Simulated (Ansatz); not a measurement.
Molecular dynamics, with input and output: C2H4Cl2Si (part 1 of 2)

- system: C2H4Cl2Si, SMILES C=C[SiH](Cl)Cl
- method: RKS BLYP-d4/6-31G* (Ansatz 0.2.0)

The geometry comes from this level: PBE0-D4/def2-TZVP. Figures and captions count atoms from 1; the log counts them from 0 in places.

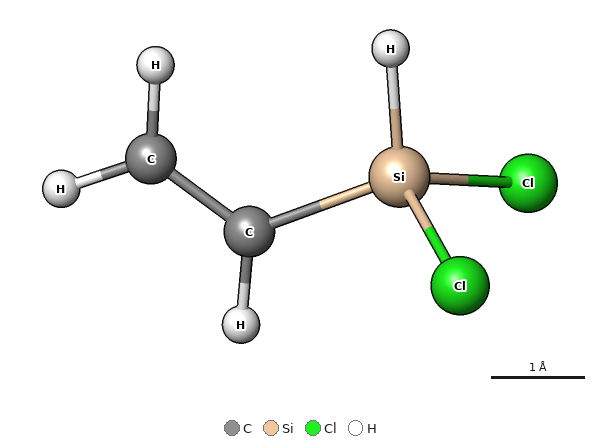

Figure 1. The starting structure (ball-and-stick view, seen at a tilt).

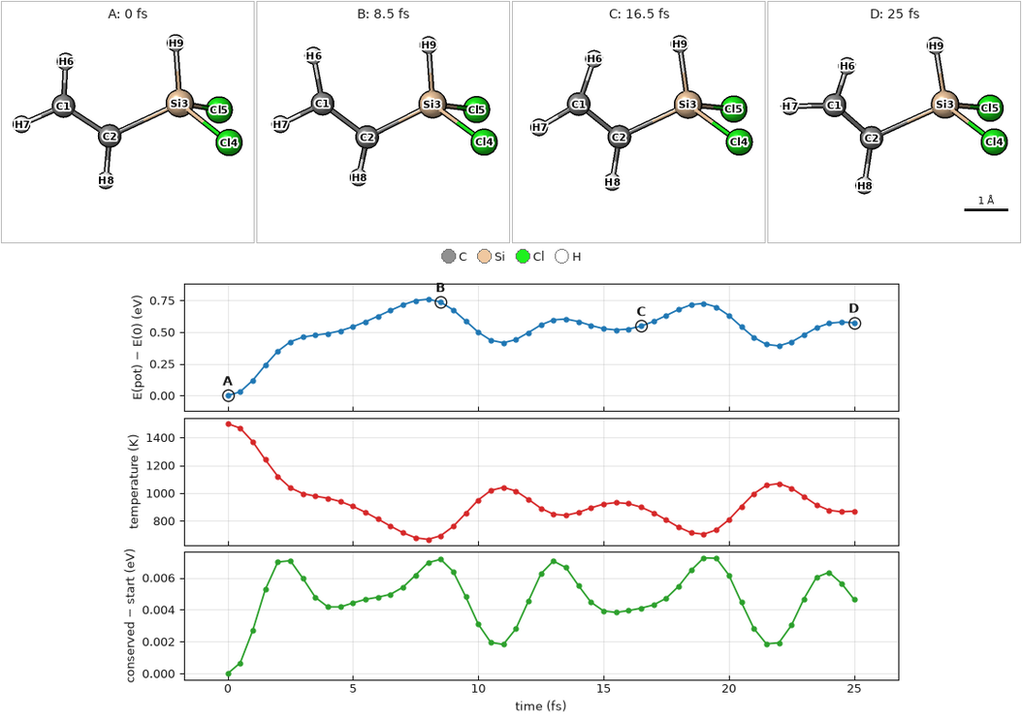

Figure 2. Frames of the molecular dynamics (ball-and-stick, seen at a tilt) above the curves, on which the letters mark them. The trajectory kept here has 51 frames over 25 fs. The temperature starts at 1500 K, ranges from 667 to 1500 K and averages 883 K over the second half. The potential energy ends 0.574 eV above its first value. The conserved quantity stays within 0.0073 eV. After an unweighted best fit of the last frame on the first, the root-mean-square displacement is 0.27 Å.

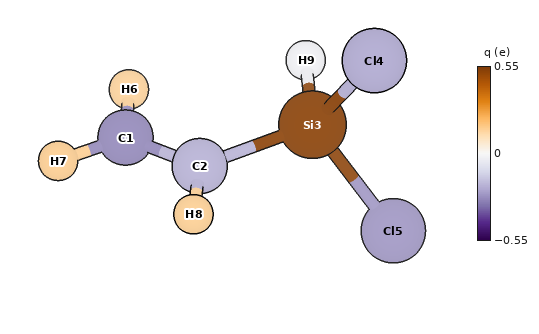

Figure 3. Mulliken charges, as the colour of each atom (ball-and-stick view, seen at a tilt; atoms are numbered from 1 in the order of the input). By element: C −0.29 to −0.19, Si +0.52, Cl −0.26 to −0.21 and H −0.02 to +0.16 e.

The input that produced these results follows, with the program's output.

## Input
```yaml
crystal:
  periodic: [false, false, false]
  atoms:
    - {symbol: C, position_ang: [-0.176596, 0.830729, 1.338077]}
    - {symbol: C, position_ang: [-0.554907, -0.120243, 0.488455]}
    - {symbol: Si, position_ang: [0.405329, -0.444377, -1.046548]}
    - {symbol: Cl, position_ang: [1.091281, -2.373045, -1.065877]}
    - {symbol: Cl, position_ang: [-0.776009, -0.179106, -2.697198]}
    - {symbol: H, position_ang: [0.703052, 1.442798, 1.157555]}
    - {symbol: H, position_ang: [-0.725833, 1.042212, 2.250846]}
    - {symbol: H, position_ang: [-1.441484, -0.711822, 0.704678]}
    - {symbol: H, position_ang: [1.563665, 0.466553, -1.147087]}
basis:
  gaussian: {orbitals: "6-31G*"}
hamiltonian: {xc: {name: BLYP}, dispersion: d4}
md: {timestep: 0.5 fs, n_steps: 50, ensemble: nve, temperature: 1500, initial_velocities: maxwell_boltzmann, seed: 937}
```

Launched with:
```bash
ansatz run in.yaml --threads 4 --pin off --events-out ev --progress --plain --max-ram 10444MiB
```

## Output
```
Functional definition: BLYP
  name "BLYP"
  cite "Becke, Phys. Rev. A 38, 3098 (1988) doi:10.1103/PhysRevA.38.3098"
  cite "Lee, Yang & Parr, Phys. Rev. B 37, 785 (1988) doi:10.1103/PhysRevB.37.785"
  parameter beta = 0.0042
  parameter a = 0.04918
  parameter b = 0.132
  parameter c = 0.2533
  parameter d = 0.349
  exchange = b88_x(beta = beta)
  correlation = lyp_c(a = a, b = b, c = c, d = d)
1162 factors; their error is unknown
mean field evaluation 1: about -35054.8827 eV, gradient 5.0e1 eV
mean field evaluation 2: about -35045.2485 eV, gradient 7.5e1 eV
mean field evaluation 4: about -35061.2617 eV, gradient 4.7e0 eV
mean field evaluation 8: about -35061.3191 eV, gradient 1.8e-1 eV
mean field evaluation 16: about -35061.2369 eV, gradient 1.3e-4 eV
mean field -35061.23686874 eV, -1288.4766895663 hartree, gradient 3.4e-5 eV, S^2 0.000000; 0 other end points of the search recorded, 0 dependent functions left out
the calculation of the forces begins
reference -35061.23719401 eV, -1288.4767015198 hartree; 32, 32 occupied and 63, 63 virtual orbitals, 1162 factors
md step     0: t =     0.00 fs  T =  1500.0 K  F+E_penalty+E_count = -35061.79529980 eV  E_kin = 1.357230 eV  conserved = -35060.43806981 eV  (28 SCF iters)
these checks for a lower state are left out or cut short: starts, cluster_reference, orbital_swaps, neighbouring_geometries, increment
1162 factors; their error is unknown
mean field -35061.20742952 eV, -1288.4756076948 hartree, gradient 1.2e-5 eV, S^2 0.000000; 0 other end points of the search recorded, 0 dependent functions left out
the calculation of the forces begins
reference -35061.20775417 eV, -1288.4756196254 hartree; 32, 32 occupied and 63, 63 virtual orbitals, 1162 factors
md step     1: t =     0.50 fs  T =  1467.6 K  F+E_penalty+E_count = -35061.76532456 eV  E_kin = 1.327926 eV  conserved = -35060.43739885 eV  (31 SCF iters, 3 dispersion substeps)
[... from here on the SCF iterations and repeated set-up lines of each step are left out, up to the last step ...]
md step     2: t =     1.00 fs  T =  1370.0 K  F+E_penalty+E_count = -35061.67495368 eV  E_kin = 1.239591 eV  conserved = -35060.43536316 eV  (30 SCF iters, 3 dispersion substeps)
md step     3: t =     1.50 fs  T =  1240.7 K  F+E_penalty+E_count = -35061.55544269 eV  E_kin = 1.122638 eV  conserved = -35060.43280502 eV  (31 SCF iters, 3 dispersion substeps)
md step     4: t =     2.00 fs  T =  1121.0 K  F+E_penalty+E_count = -35061.44537302 eV  E_kin = 1.014294 eV  conserved = -35060.43107929 eV  (31 SCF iters, 3 dispersion substeps)
md step     5: t =     2.50 fs  T =  1038.8 K  F+E_penalty+E_count = -35061.37091813 eV  E_kin = 0.939922 eV  conserved = -35060.43099565 eV  (31 SCF iters, 3 dispersion substeps)
md step     6: t =     3.00 fs  T =   996.9 K  F+E_penalty+E_count = -35061.33408144 eV  E_kin = 0.901979 eV  conserved = -35060.43210268 eV  (31 SCF iters, 3 dispersion substeps)
md step     7: t =     3.50 fs  T =   978.4 K  F+E_penalty+E_count = -35061.31860791 eV  E_kin = 0.885308 eV  conserved = -35060.43329990 eV  (32 SCF iters, 3 dispersion substeps)
md step     8: t =     4.00 fs  T =   963.4 K  F+E_penalty+E_count = -35061.30559608 eV  E_kin = 0.871701 eV  conserved = -35060.43389463 eV  (32 SCF iters, 3 dispersion substeps)
md step     9: t =     4.50 fs  T =   939.8 K  F+E_penalty+E_count = -35061.28420970 eV  E_kin = 0.850314 eV  conserved = -35060.43389612 eV  (32 SCF iters, 3 dispersion substeps)
md step    10: t =     5.00 fs  T =   905.0 K  F+E_penalty+E_count = -35061.25253782 eV  E_kin = 0.818893 eV  conserved = -35060.43364452 eV  (31 SCF iters, 3 dispersion substeps)
md step    11: t =     5.50 fs  T =   861.8 K  F+E_penalty+E_count = -35061.21318801 eV  E_kin = 0.779768 eV  conserved = -35060.43342043 eV  (32 SCF iters, 3 dispersion substeps)
md step    12: t =     6.00 fs  T =   813.4 K  F+E_penalty+E_count = -35061.16927474 eV  E_kin = 0.735989 eV  conserved = -35060.43328560 eV  (32 SCF iters, 3 dispersion substeps)
md step    13: t =     6.50 fs  T =   762.9 K  F+E_penalty+E_count = -35061.12341439 eV  E_kin = 0.690314 eV  conserved = -35060.43310055 eV  (32 SCF iters, 3 dispersion substeps)
md step    14: t =     7.00 fs  T =   715.0 K  F+E_penalty+E_count = -35061.07959408 eV  E_kin = 0.646939 eV  conserved = -35060.43265557 eV  (33 SCF iters, 3 dispersion substeps)
md step    15: t =     7.50 fs  T =   678.6 K  F+E_penalty+E_count = -35061.04590932 eV  E_kin = 0.614014 eV  conserved = -35060.43189562 eV  (33 SCF iters, 3 dispersion substeps)
md step    16: t =     8.00 fs  T =   667.2 K  F+E_penalty+E_count = -35061.03485776 eV  E_kin = 0.603738 eV  conserved = -35060.43112019 eV  (33 SCF iters, 3 dispersion substeps)
md step    17: t =     8.50 fs  T =   693.6 K  F+E_penalty+E_count = -35061.05848546 eV  E_kin = 0.627576 eV  conserved = -35060.43090924 eV  (30 SCF iters, 3 dispersion substeps)
md step    18: t =     9.00 fs  T =   760.5 K  F+E_penalty+E_count = -35061.11978661 eV  E_kin = 0.688108 eV  conserved = -35060.43167845 eV  (32 SCF iters, 3 dispersion substeps)
md step    19: t =     9.50 fs  T =   854.9 K  F+E_penalty+E_count = -35061.20679732 eV  E_kin = 0.773540 eV  conserved = -35060.43325715 eV  (33 SCF iters, 3 dispersion substeps)
md step    20: t =    10.00 fs  T =   950.8 K  F+E_penalty+E_count = -35061.29524918 eV  E_kin = 0.860275 eV  conserved = -35060.43497461 eV  (32 SCF iters, 3 dispersion substeps)
md step    21: t =    10.50 fs  T =  1019.5 K  F+E_penalty+E_count = -35061.35859743 eV  E_kin = 0.922481 eV  conserved = -35060.43611640 eV  (31 SCF iters, 3 dispersion substeps)
md step    22: t =    11.00 fs  T =  1041.9 K  F+E_penalty+E_count = -35061.37897671 eV  E_kin = 0.942733 eV  conserved = -35060.43624361 eV  (30 SCF iters, 3 dispersion substeps)
md step    23: t =    11.50 fs  T =  1015.5 K  F+E_penalty+E_count = -35061.35411357 eV  E_kin = 0.918842 eV  conserved = -35060.43527115 eV  (31 SCF iters, 3 dispersion substeps)
md step    24: t =    12.00 fs  T =   956.0 K  F+E_penalty+E_count = -35061.29854669 eV  E_kin = 0.865012 eV  conserved = -35060.43353470 eV  (31 SCF iters, 3 dispersion substeps)
md step    25: t =    12.50 fs  T =   891.2 K  F+E_penalty+E_count = -35061.23820697 eV  E_kin = 0.806385 eV  conserved = -35060.43182214 eV  (31 SCF iters, 3 dispersion substeps)
md step    26: t =    13.00 fs  T =   848.3 K  F+E_penalty+E_count = -35061.19854464 eV  E_kin = 0.767525 eV  conserved = -35060.43101942 eV  (31 SCF iters, 3 dispersion substeps)
md step    27: t =    13.50 fs  T =   840.2 K  F+E_penalty+E_count = -35061.19168472 eV  E_kin = 0.760250 eV  conserved = -35060.43143429 eV  (30 SCF iters, 3 dispersion substeps)
md step    28: t =    14.00 fs  T =   861.3 K  F+E_penalty+E_count = -35061.21191113 eV  E_kin = 0.779355 eV  conserved = -35060.43255645 eV  (31 SCF iters, 3 dispersion substeps)
md step    29: t =    14.50 fs  T =   894.2 K  F+E_penalty+E_count = -35061.24266005 eV  E_kin = 0.809060 eV  conserved = -35060.43360052 eV  (31 SCF iters, 3 dispersion substeps)
md step    30: t =    15.00 fs  T =   921.3 K  F+E_penalty+E_count = -35061.26774844 eV  E_kin = 0.833604 eV  conserved = -35060.43414442 eV  (31 SCF iters, 3 dispersion substeps)
md step    31: t =    15.50 fs  T =   932.4 K  F+E_penalty+E_count = -35061.27792532 eV  E_kin = 0.843687 eV  conserved = -35060.43423783 eV  (31 SCF iters, 3 dispersion substeps)
md step    32: t =    16.00 fs  T =   924.6 K  F+E_penalty+E_count = -35061.27076277 eV  E_kin = 0.836638 eV  conserved = -35060.43412468 eV  (32 SCF iters, 3 dispersion substeps)
md step    33: t =    16.50 fs  T =   899.1 K  F+E_penalty+E_count = -35061.24748401 eV  E_kin = 0.813512 eV  conserved = -35060.43397185 eV  (32 SCF iters, 3 dispersion substeps)
md step    34: t =    17.00 fs  T =   858.6 K  F+E_penalty+E_count = -35061.21063687 eV  E_kin = 0.776870 eV  conserved = -35060.43376705 eV  (32 SCF iters, 3 dispersion substeps)
md step    35: t =    17.50 fs  T =   807.8 K  F+E_penalty+E_count = -35061.16426513 eV  E_kin = 0.730912 eV  conserved = -35060.43335327 eV  (32 SCF iters, 3 dispersion substeps)
md step    36: t =    18.00 fs  T =   755.3 K  F+E_penalty+E_count = -35061.11600604 eV  E_kin = 0.683412 eV  conserved = -35060.43259422 eV  (32 SCF iters, 3 dispersion substeps)
md step    37: t =    18.50 fs  T =   715.2 K  F+E_penalty+E_count = -35061.07868822 eV  E_kin = 0.647092 eV  conserved = -35060.43159597 eV  (30 SCF iters, 3 dispersion substeps)
md step    38: t =    19.00 fs  T =   704.5 K  F+E_penalty+E_count = -35061.06823753 eV  E_kin = 0.637419 eV  conserved = -35060.43081877 eV  (32 SCF iters, 3 dispersion substeps)
md step    39: t =    19.50 fs  T =   735.8 K  F+E_penalty+E_count = -35061.09658601 eV  E_kin = 0.665742 eV  conserved = -35060.43084391 eV  (33 SCF iters, 3 dispersion substeps)
md step    40: t =    20.00 fs  T =   808.2 K  F+E_penalty+E_count = -35061.16317136 eV  E_kin = 0.731277 eV  conserved = -35060.43189430 eV  (33 SCF iters, 3 dispersion substeps)
md step    41: t =    20.50 fs  T =   904.3 K  F+E_penalty+E_count = -35061.25184984 eV  E_kin = 0.818254 eV  conserved = -35060.43359611 eV  (32 SCF iters, 3 dispersion substeps)
md step    42: t =    21.00 fs  T =   996.1 K  F+E_penalty+E_count = -35061.33654489 eV  E_kin = 0.901301 eV  conserved = -35060.43524358 eV  (31 SCF iters, 3 dispersion substeps)
md step    43: t =    21.50 fs  T =  1056.3 K  F+E_penalty+E_count = -35061.39198520 eV  E_kin = 0.955776 eV  conserved = -35060.43620931 eV  (31 SCF iters, 3 dispersion substeps)
md step    44: t =    22.00 fs  T =  1069.1 K  F+E_penalty+E_count = -35061.40351556 eV  E_kin = 0.967373 eV  conserved = -35060.43614247 eV  (31 SCF iters, 3 dispersion substeps)
md step    45: t =    22.50 fs  T =  1036.2 K  F+E_penalty+E_count = -35061.37259233 eV  E_kin = 0.937548 eV  conserved = -35060.43504395 eV  (31 SCF iters, 3 dispersion substeps)
md step    46: t =    23.00 fs  T =   976.0 K  F+E_penalty+E_count = -35061.31645652 eV  E_kin = 0.883072 eV  conserved = -35060.43338450 eV  (31 SCF iters, 3 dispersion substeps)
md step    47: t =    23.50 fs  T =   915.7 K  F+E_penalty+E_count = -35061.26055004 eV  E_kin = 0.828513 eV  conserved = -35060.43203710 eV  (31 SCF iters, 3 dispersion substeps)
```
